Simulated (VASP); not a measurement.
Band structure of In (bct). These are PBE GGA, VASP's PBE PAW potentials (set 64) (plane waves; VASP) values and carry that method's errors.

Unless said otherwise, spin-orbit coupling is left out, though it shifts the bands of the heavy elements here.

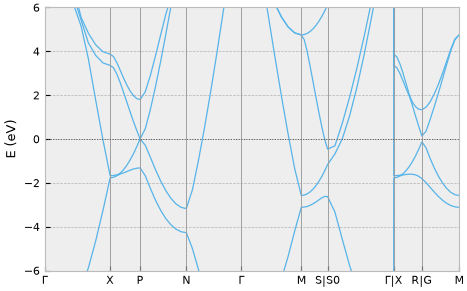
Fig. 1. Bands along high-symmetry lines, zero at the valence-band maximum or, without a gap, the Fermi level

**Question.** Read the plot: is there a gap, and where are the band edges?

**Answer.** It has no gap at this level: it comes out as a metal or semimetal. (Edges off the drawn lines would not show.)

The compound is In in the bct structure. It was relaxed first.
